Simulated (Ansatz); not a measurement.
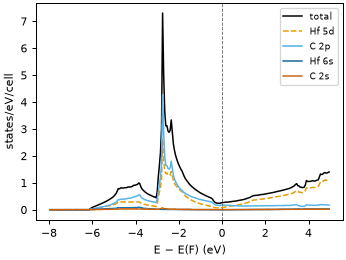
Total and projected density of states of HfC (rock salt, Fm-3m), plane-wave PAW PBE (Ansatz code)

Problem. Which orbitals carry the states next to the Fermi level?

Solution. Within 0.5 eV of the Fermi level: C 2p 62 %, Hf 5d 33 %. Projections are on Löwdin-orthogonalised atomic valence shells; empty p or d shells of many metals are not among them.

Problem. Where is the tallest occupied peak in this window, and what makes it?

Solution. Near -2.8 eV, about 7.3 states/eV per cell; the largest projected share is C 2p.

The cell was relaxed with PBE under the symmetry of its start. No spin polarisation was allowed. Spin–orbit coupling is left out wherever it is not named.

Potentials: the earlier of the program's two PAW sets.
